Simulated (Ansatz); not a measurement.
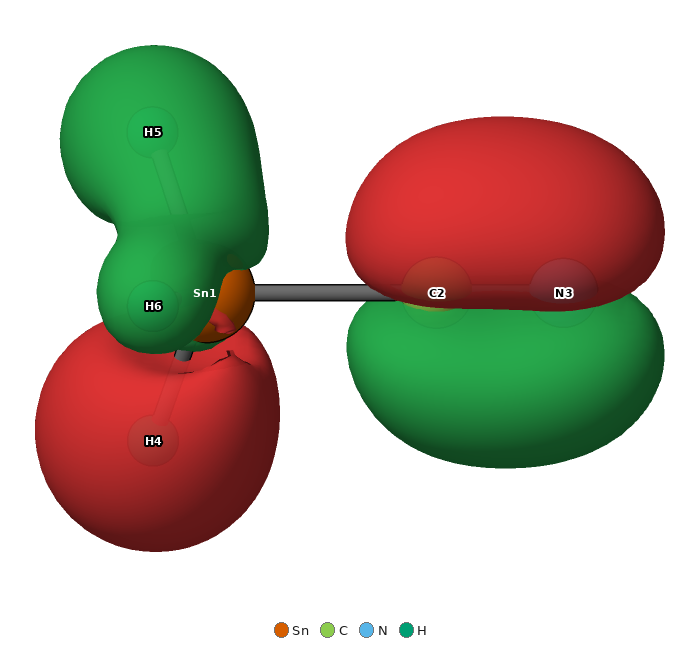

*CH3NSn (Sn(CN)H3). The HOMO at ±0.08 Å⁻³ᐟ² (green and red are the two phases), seen from one side.*

Geometry: PBE-D4/def2-TZVP; core potentials replace the inner electrons of Sn; not at a stationary point (largest force 1.6 eV/Å).

Computed with RKS PBE0-D4/def2-TZVP (Ansatz).

```xyz
6

Sn   -0.0108   -0.0066   -0.6628
C     0.0220    0.0159    1.4633
N     0.0429    0.0257    2.6285
H     1.6204   -0.0056   -1.1677
H    -0.8425    1.4043   -1.1461
H    -0.8320   -1.4337   -1.1152
```

> Describe this orbital and give its energy.

Its weight (Hirshfeld) is mainly on N3 (about 40 %), C2 (about 30 %), Sn1 (about 15 %), H4 (about 10 %) and H5 (about 5 %); π-bonding across N3–C2. It is one of a degenerate set, so its orientation is arbitrary. Its energy is −9.47 eV.
